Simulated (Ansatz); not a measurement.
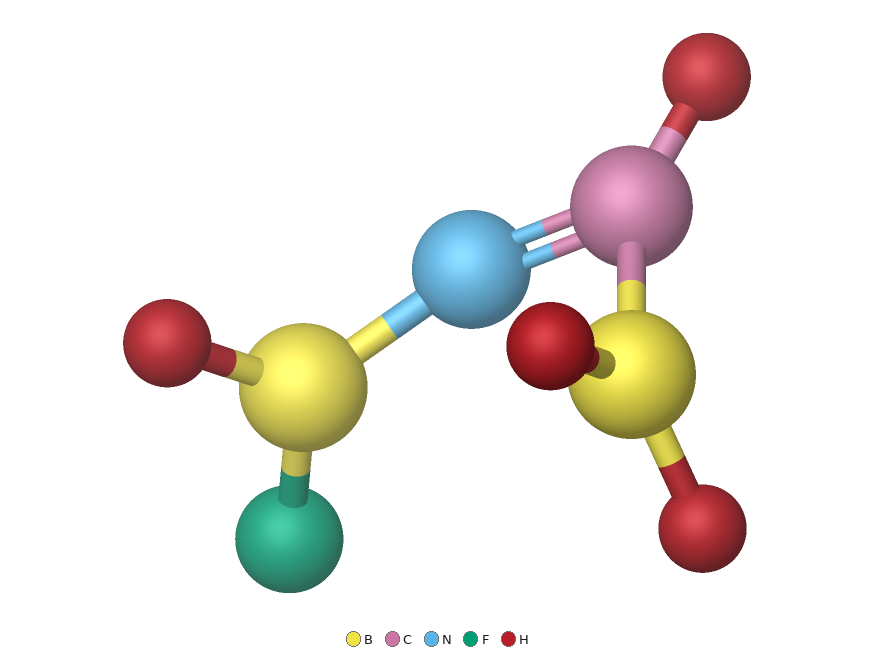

Ball-and-stick drawing of a structure.

> What is the molecular formula?

CH4B2FN, 9 atoms: 1 carbon, 4 hydrogen, 2 boron, 1 fluorine and 1 nitrogen.

> How many bonds of each kind are drawn?

3 B–H, 1 C–B, 1 C–N, 1 B–N, 1 B–F, 1 C–H.

The parts below concern this one geometry. Atoms keep their numbers from picture to picture. Computed geometry: PBE0-D4/def2-TZVP optimisation.

Symmetry

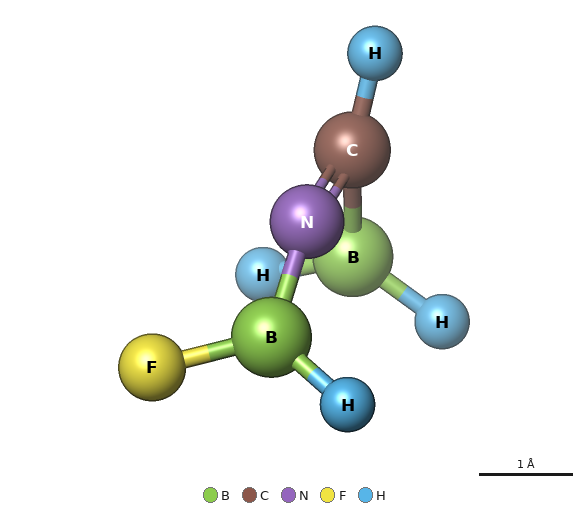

Distant atoms are faded towards the background colour. Masses are those of the most abundant isotopes; constants are for the rigid equilibrium geometry.

> What kind of rotor is it, and what are its rotational constants in GHz?

An asymmetric top (C1): A = 13.3, B = 3.36, C = 3.04 GHz. Ray's parameter κ is −0.94, close to the prolate limit.

Vibrations

Harmonic vibrations computed with RKS PBE0-D4/def2-TZVP (Ansatz 0.2.0) at a stationary point of the same level.

> How many vibrational modes are there, and where do they lie?

21 modes: 75, 163, 190, 274, 476, 614, 764, 859, 902, 953, 976, 1044, 1090, 1180, 1297, 1353, 1846, 2592, 2652, 2695, 3141 cm⁻¹.

Levels of theory compared

Program: Ansatz 0.2.0.

Compare dipole (D) at these levels: B3LYP-D4/def2-TZVPP; PBE-D4/def2-TZVPP; PBE0-D4/def2-TZVP; r2SCAN-D4/def2-TZVPP; ωB97M-V/def2-TZVPP.

```csv
level,dipole (D)
B3LYP-D4/def2-TZVPP,2.41
PBE-D4/def2-TZVPP,2.27
PBE0-D4/def2-TZVP,2.41
r2SCAN-D4/def2-TZVPP,2.35
ωB97M-V/def2-TZVPP,2.42
```

Charges

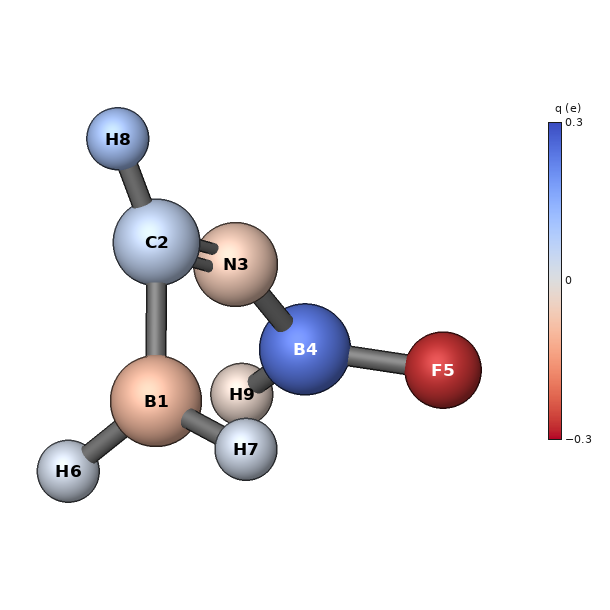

Atoms are coloured by their Mulliken charges. Method: RKS r2SCAN-D4/def2-TZVPP (Ansatz 0.2.0).

List the Mulliken charges.

| atom | value (e) |
| --- | --- |
| B1 | −0.09 |
| C2 | 0.06 |
| N3 | −0.06 |
| B4 | 0.24 |
| F5 | −0.27 |
| H6 | 0.03 |
| H7 | 0.03 |
| H8 | 0.10 |
| H9 | −0.03 |

Thermal motion

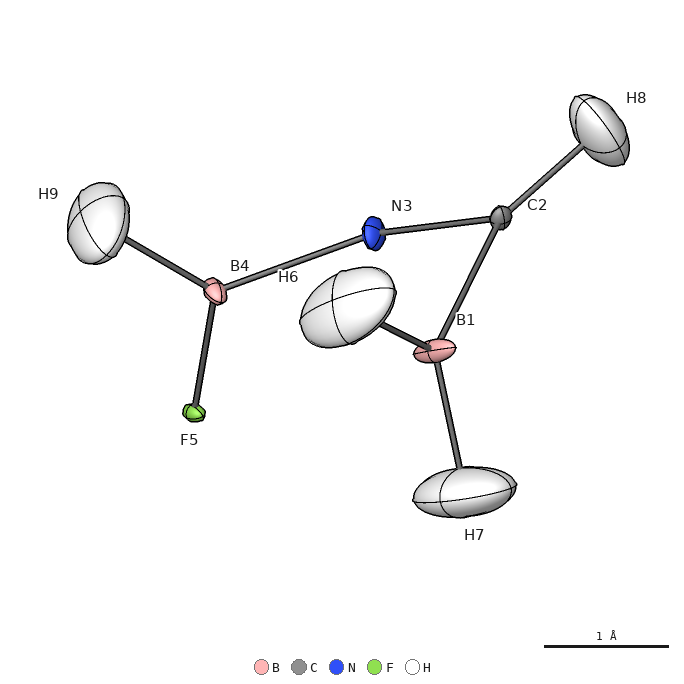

Displacement ellipsoids at the 50 % level, enlarged 1.5 times, from the internal vibrations of the free molecule (harmonic, no overall translation or rotation; no half-axis is drawn under 0.075 Å). Vibrations computed with RKS PBE0-D4/def2-TZVP (Ansatz 0.2.0). Temperature: 0 K (zero-point motion alone).

> Which atom has the largest mean-square displacement?

H6, with U_eq = 0.0237 Å².

> Does H6 move more along its bond or across it?

Across it: the root-mean-square amplitude is 0.084 Å along the bond and up to 0.212 Å across, since bending and torsion are softer than stretching.

Give the displacement parameters, one line for each set of equivalent atoms.

| atom | U_eq (Å²) | rms amplitudes (Å) |
| --- | --- | --- |
| B1 | 0.0047 | 0.030, 0.040, 0.108 |
| C2 | 0.0016 | 0.028, 0.040, 0.050 |
| N3 | 0.0027 | 0.033, 0.053, 0.064 |
| B4 | 0.0024 | 0.036, 0.041, 0.066 |
| F5 | 0.0015 | 0.021, 0.033, 0.055 |
| H6 | 0.0237 | 0.083, 0.138, 0.212 |
| H7 | 0.0235 | 0.086, 0.140, 0.209 |
| H8 | 0.0161 | 0.081, 0.129, 0.159 |
| H9 | 0.0206 | 0.085, 0.131, 0.193 |

Mulliken values depend strongly on the basis set and can even reverse the polarity of a bond.
